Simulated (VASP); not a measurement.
Band structure of AlGa3P4 (ordered alloy cell). Method: PBEsol GGA, VASP's PBE PAW potentials (set 64) (plane waves; VASP).

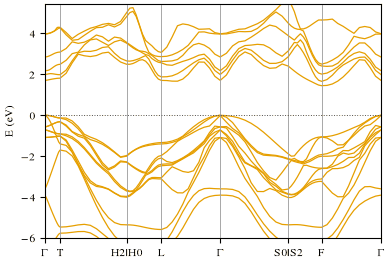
Figure: Bands along high-symmetry lines, zero at the valence-band maximum or, without a gap, the Fermi level

Task: Read the plot: is there a gap, and where are the band edges?

Result: The gap is indirect, 1.44 eV, from the valence maximum at Γ to the conduction minimum at F. (Edges off the drawn lines would not show.)

The structure was generated: AlGa3P4 was put into an ordered model structure (R3m), which need not be its known phase. It was relaxed first.
